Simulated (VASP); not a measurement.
Band structure of LiNa$_{3}$Cl$_{4}$ (ordered alloy cell). All values below come from PBE GGA, VASP's PBE PAW potentials (set 64) (plane waves; VASP).

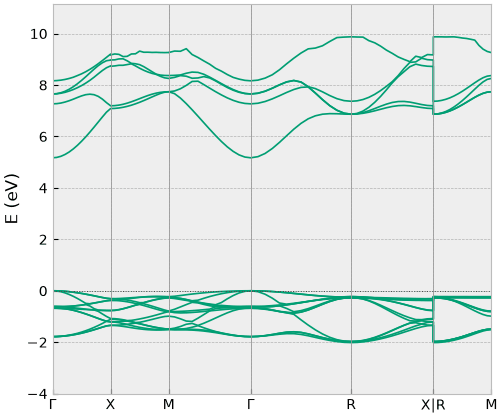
Bands along high-symmetry lines, zero at the valence-band maximum or, without a gap, the Fermi level

Problem. Read the plot: is there a gap, and where are the band edges?

Solution. The gap is direct, 5.17 eV, from the valence maximum at Γ to the conduction minimum at Γ. (Edges off the drawn lines would not show.)

The structure was generated: LiNa3Cl4 was put into an ordered model structure (Pm-3m), which need not be its known phase. It was relaxed first.
